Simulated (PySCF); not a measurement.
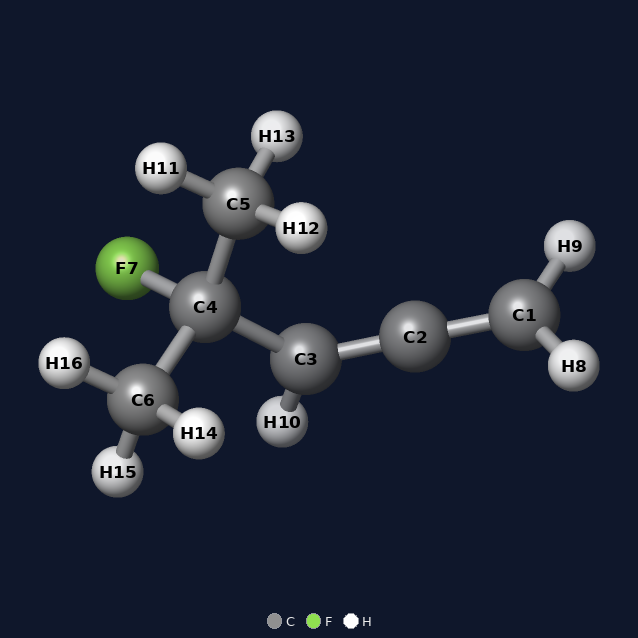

Computed geometry: PBE0-D3(BJ)/def2-SVP optimisation. No frequency run is at hand to confirm it as a minimum. Properties computed with B3LYP/pcJ-1 indirect spin-spin coupling, non-relativistic, gas phase (PySCF 2.14.0). Isotopes: 13C, 19F, 1H.

Give the spin–spin coupling constants of these pairs, with the number of bonds between them: C4/F7, C3/F7, C5/F7, C6/F7, C2/F7, F7/H10, F7/H13, F7/H16, F7/H12, F7/H14, F7/H15, F7/H11.

```
   pair  bonds apart  J (Hz)
 C4, F7            1  −218.7
 C3, F7            2    30.5
 C5, F7            2    22.6
 C6, F7            2    27.9
 C2, F7            3     9.9
F7, H10            3     9.6
F7, H13            3     7.3
F7, H16            3     6.2
F7, H12            3    46.2
F7, H14            3    44.7
F7, H15            3     7.3
F7, H11            3     7.1
```

Density functionals are unreliable for couplings to fluorine, so those rows may be far off.
